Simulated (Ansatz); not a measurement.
# Molecular dynamics, with input and output: SiNH$_{4}$F (part 3 of 3)

The same run, continued: SiNH$_{4}$F; RKS PBE/def2-SVP (Ansatz 0.2.0). It belongs to a series of runs on one base structure; here: dynamics from the highest image of the converged band.

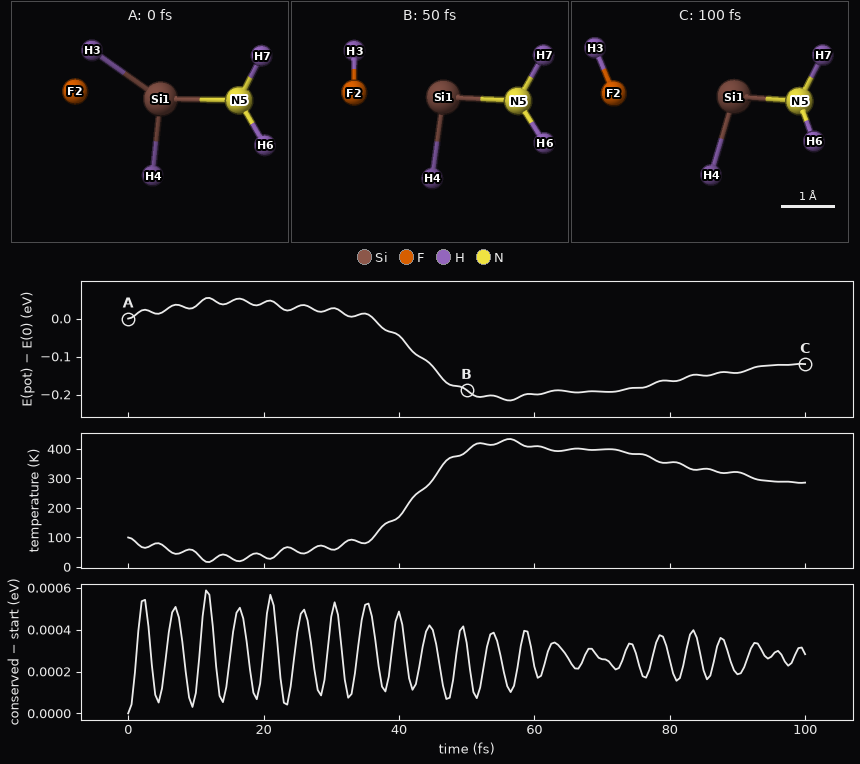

*Frames of the molecular dynamics (ball-and-stick, seen at a tilt) above the curves, on which the letters mark them.*

The trajectory kept here has 201 frames over 100 fs. The temperature starts at 100 K, ranges from 17 to 434 K and averages 365 K over the second half. The potential energy ends 0.120 eV below its first value. The conserved quantity stays within 0.00059 eV. After an unweighted best fit of the last frame on the first, the root-mean-square displacement is 0.56 Å, and H3 has moved furthest (1.03 Å).

```
Total energy: -12134.44504657 eV, -445.9326304393 hartree
Atom 0 at     0.196872    -0.041253    -0.862282 Å, force    -0.356350    -0.039491     0.467554 eV/Å
Atom 1 at     0.912914     0.068964     2.112030 Å, force     0.600420    -0.119465    -0.115095 eV/Å
Atom 2 at     1.842584    -0.101988     2.061702 Å, force    -0.613012     0.116264    -0.034162 eV/Å
Atom 3 at    -0.827170     0.947837    -0.232117 Å, force     0.055487    -0.017295    -0.183591 eV/Å
Atom 4 at    -0.831081    -1.437928    -0.664086 Å, force    -0.176430     0.578832     0.262542 eV/Å
Atom 5 at    -1.757948    -1.549470    -0.218163 Å, force     0.387793     0.194785    -0.162858 eV/Å
Atom 6 at    -0.417041    -2.333289    -0.876370 Å, force     0.102092    -0.713630    -0.234390 eV/Å
Dipole moment:     0.114441    -0.421548     0.197341 e Å
```

### Trajectory as extended XYZ (Å, eV, eV/Å), 13 of the 201 frames kept, from step=0 to step=200
```
7
Properties=species:S:1:pos:R:3:forces:R:3 step=0 time_fs=0.0 energy=-12134.32514 temperature=100.0
Si    0.2587   -0.0644   -0.4145    0.0126   0.0009  -0.0185
F     0.7964    0.0636    1.5794    0.0141  -0.0012  -0.0207
H     1.5239   -0.0851    0.6400   -0.0112   0.0024   0.0294
H    -0.7118    1.0975   -0.4685   -0.0069  -0.0030   0.0083
N    -0.7786   -1.4070   -0.6948   -0.0172  -0.0133  -0.0034
H    -1.8006   -1.3696   -0.6834   -0.0089   0.0150   0.0003
H    -0.4287   -2.3645   -0.7637    0.0174  -0.0007   0.0045
7
Properties=species:S:1:pos:R:3:forces:R:3 step=17 time_fs=8.5 energy=-12134.29655 temperature=56.1
Si    0.2565   -0.0598   -0.4164    0.2159   0.0551   0.0394
F     0.7948    0.0561    1.5741    0.0123  -0.0079   0.1060
H     1.5212   -0.0902    0.6438    0.0077   0.0314   0.0042
H    -0.7388    1.0789   -0.4323   -0.0223   0.0545  -0.1248
N    -0.7665   -1.4070   -0.6962   -0.9226  -0.0628   0.0483
H    -1.8021   -1.3171   -0.7290    0.6564  -0.1312   0.0852
H    -0.4713   -2.3805   -0.5852    0.0527   0.0610  -0.1581
7
Properties=species:S:1:pos:R:3:forces:R:3 step=33 time_fs=16.5 energy=-12134.27258 temperature=19.5
Si    0.2580   -0.0541   -0.4178   -0.0263   0.0521  -0.0999
F     0.7936    0.0488    1.5724    0.0020   0.0215   0.1661
H     1.5220   -0.0768    0.6515    0.0063   0.0253   0.0097
H    -0.7631    1.0764   -0.4671    0.1211  -0.0346  -0.0913
N    -0.7654   -1.4106   -0.6943   -1.2376   0.1849   0.0864
H    -1.8123   -1.3058   -0.7360    1.1373  -0.2441   0.1290
H    -0.4737   -2.3730   -0.5077   -0.0028  -0.0052  -0.2000
7
Properties=species:S:1:pos:R:3:forces:R:3 step=50 time_fs=25.0 energy=-12134.29349 temperature=51.6
Si    0.2598   -0.0485   -0.4220   -0.0022  -0.3026  -0.3039
F     0.7924    0.0419    1.5762    0.0123   0.0931   0.1587
H     1.5222   -0.0479    0.6658   -0.0421  -0.0230   0.0443
H    -0.7385    1.0760   -0.5560   -0.0593   0.1327   0.0500
N    -0.7704   -1.4109   -0.6854   -1.0110   0.1909   0.1225
H    -1.8184   -1.3583   -0.6948    1.0234  -0.0233   0.0378
H    -0.4516   -2.3716   -0.5522    0.0789  -0.0678  -0.1093
7
Properties=species:S:1:pos:R:3:forces:R:3 step=67 time_fs=33.5 energy=-12134.31865 temperature=90.3
Si    0.2605   -0.0486   -0.4343   -0.1870   0.0197  -0.7503
F     0.7918    0.0383    1.5862    0.1025   0.1392   0.2621
H     1.5009   -0.0332    0.7192    0.0006  -0.0489   0.2251
H    -0.7213    1.1187   -0.6086    0.0643  -0.1943   0.2300
N    -0.7749   -1.4085   -0.6693   -0.5454   0.3409   0.0692
H    -1.8100   -1.3954   -0.6378    0.5221  -0.0023  -0.0449
H    -0.3985   -2.3528   -0.6774    0.0430  -0.2541   0.0088
7
Properties=species:S:1:pos:R:3:forces:R:3 step=83 time_fs=41.5 energy=-12134.40139 temperature=218.2
Si    0.2594   -0.0504   -0.4627    0.3187   0.0266  -1.1272
F     0.7939    0.0394    1.6061   -0.1317   0.1571   0.9592
H     1.4945   -0.0479    0.8888    0.3671  -0.0511  -0.0452
H    -0.7226    1.1043   -0.5300   -0.2639   0.0234   0.2211
N    -0.7783   -1.4043   -0.6515    0.2181   0.2201  -0.0248
H    -1.7869   -1.4233   -0.6024   -0.6002   0.0037   0.0007
H    -0.3781   -2.3250   -0.7924    0.0919  -0.3797   0.0160
7
Properties=species:S:1:pos:R:3:forces:R:3 step=100 time_fs=50.0 energy=-12134.51329 temperature=391.6
Si    0.2635   -0.0493   -0.5168   -0.1920   0.4759  -0.4194
F     0.7973    0.0450    1.6534    0.3069  -0.0031   0.4612
H     1.5944   -0.0830    1.1153   -0.1838   0.0463   0.0867
H    -0.8276    1.0484   -0.3097    0.2183  -0.2708  -0.0497
N    -0.7893   -1.4068   -0.6356    0.8837  -0.0750  -0.2075
H    -1.7862   -1.4439   -0.5754   -1.1138   0.0752   0.1489
H    -0.4008   -2.3166   -0.8739    0.0808  -0.2484  -0.0202
7
Properties=species:S:1:pos:R:3:forces:R:3 step=117 time_fs=58.5 energy=-12134.52559 temperature=410.8
Si    0.2649   -0.0399   -0.5816   -0.3855  -0.3146   0.0800
F     0.8067    0.0518    1.7206    0.5936  -0.1109   0.1129
H     1.6746   -0.1062    1.3521   -0.4476   0.0965   0.1374
H    -0.8537    0.8928   -0.1155   -0.0555   0.3007  -0.1668
N    -0.8040   -1.4221   -0.6288    1.4480  -0.0291  -0.4449
H    -1.7959   -1.4194   -0.5022   -1.0408   0.0035   0.2617
H    -0.4542   -2.3373   -0.9322   -0.1123   0.0539   0.0198
7
Properties=species:S:1:pos:R:3:forces:R:3 step=133 time_fs=66.5 energy=-12134.51972 temperature=401.4
Si    0.2567   -0.0352   -0.6416   -0.5758  -0.3413   0.3298
F     0.8217    0.0570    1.7939    0.7164  -0.1500  -0.0344
H     1.7290   -0.1146    1.5627   -0.5891   0.1188   0.1061
H    -0.8591    0.8660   -0.0409    0.1524   0.0910  -0.2739
N    -0.8052   -1.4347   -0.6341    0.5656  -0.2773  -0.4657
H    -1.7866   -1.3992   -0.3649   -0.2076  -0.0436   0.1279
H    -0.5489   -2.3763   -0.9905   -0.0620   0.6023   0.2102
7
Properties=species:S:1:pos:R:3:forces:R:3 step=150 time_fs=75.0 energy=-12134.50761 temperature=382.8
Si    0.2366   -0.0387   -0.6992    0.1982  -0.2297  -0.0126
F     0.8430    0.0612    1.8758    0.6530  -0.1373  -0.0670
H     1.7690   -0.1151    1.7632   -0.6108   0.1165  -0.0004
H    -0.8076    0.9199   -0.1111   -0.1392   0.0554   0.0387
N    -0.8012   -1.4362   -0.6478   -0.4101  -0.3776  -0.0274
H    -1.7275   -1.4136   -0.1896    0.2796  -0.1302  -0.2809
H    -0.5976   -2.3770   -1.0446    0.0293   0.7029   0.3497
7
Properties=species:S:1:pos:R:3:forces:R:3 step=167 time_fs=83.5 energy=-12134.47316 temperature=329.7
Si    0.2188   -0.0464   -0.7560    0.2508   0.4434   0.0119
F     0.8667    0.0643    1.9580    0.6031  -0.1293  -0.0773
H     1.7970   -0.1124    1.9174   -0.6050   0.1161  -0.0558
H    -0.8031    0.9838   -0.1839    0.0621  -0.2221   0.0339
N    -0.8082   -1.4263   -0.6580   -0.6825  -0.7221   0.3109
H    -1.6818   -1.4931   -0.0916    0.5040  -0.0032  -0.5953
H    -0.5277   -2.3463   -1.0502   -0.1325   0.5173   0.3718
7
Properties=species:S:1:pos:R:3:forces:R:3 step=183 time_fs=91.5 energy=-12134.46052 temperature=309.9
Si    0.2077   -0.0466   -0.8095    0.0795   0.2530   0.1489
F     0.8892    0.0667    2.0339    0.5921  -0.1221  -0.0880
H     1.8196   -0.1083    2.0116   -0.6013   0.1153  -0.0600
H    -0.8005    0.9547   -0.2170   -0.0664   0.0747   0.0540
N    -0.8237   -1.4235   -0.6615   -0.4719  -0.4300   0.4195
H    -1.7015   -1.5771   -0.1182    0.5605   0.2849  -0.4896
H    -0.4344   -2.3153   -0.9765   -0.0926  -0.1759   0.0151
7
Properties=species:S:1:pos:R:3:forces:R:3 step=200 time_fs=100.0 energy=-12134.44501 temperature=285.9
Si    0.1969   -0.0413   -0.8623   -0.3564  -0.0395   0.4676
F     0.9129    0.0690    2.1120    0.6004  -0.1195  -0.1151
H     1.8426   -0.1020    2.0617   -0.6130   0.1163  -0.0342
H    -0.8272    0.9478   -0.2321    0.0555  -0.0173  -0.1836
N    -0.8311   -1.4379   -0.6641   -0.1764   0.5788   0.2625
H    -1.7579   -1.5495   -0.2182    0.3878   0.1948  -0.1629
H    -0.4170   -2.3333   -0.8764    0.1021  -0.7136  -0.2344
```

The run was set up as follows.

### The input
```yaml
crystal:
  periodic: [false, false, false]
  atoms:
    - { symbol: Si, position_ang: [0.258708, -0.064403, -0.414526] }
    - { symbol: F, position_ang: [0.796438, 0.063636, 1.579432] }
    - { symbol: H, position_ang: [1.523925, -0.085139, 0.639995] }
    - { symbol: H, position_ang: [-0.711774, 1.097454, -0.468501] }
    - { symbol: "N", position_ang: [-0.778552, -1.406964, -0.694782] }
    - { symbol: H, position_ang: [-1.800583, -1.369559, -0.683402] }
    - { symbol: H, position_ang: [-0.428661, -2.364525, -0.763716] }
basis:
  gaussian: { orbitals: def2-SVP }
hamiltonian:
  xc: pbe
md:
  timestep: 0.5
  n_steps: 200
  ensemble: nve
  temperature: 100.0
  initial_velocities: maxwell_boltzmann
  seed: 8115
```

Launched with:
```bash
ansatz run input.yaml --threads 1 --pin off --max-ram 2048MiB --backend cpu --events-out ev --progress --plain --runs-dir out
```

### Results in brief

| quantity | value |
| --- | --- |
| outcome | finished |
| mean temperature over the second half | 365 K |
| trajectory | 200 steps, 100 fs |
| ensemble | nve |
| temperature in the input | 100.0 K |
| time step | 0.5 fs |
| potential energy (last step) | −12134.4450 eV |
| mean-field energy (last step) | −12134.4450 eV |
| largest force (length of the vector) (last step) | 0.758 eV/Å |
| hardware | 1 thread of AMD EPYC (Zen 5), 64 GiB of memory available, shared host |
| wall time | 1.9 min |
| peak memory | 0.13 GiB |

### Remarks

So short a trajectory is not equilibrated.
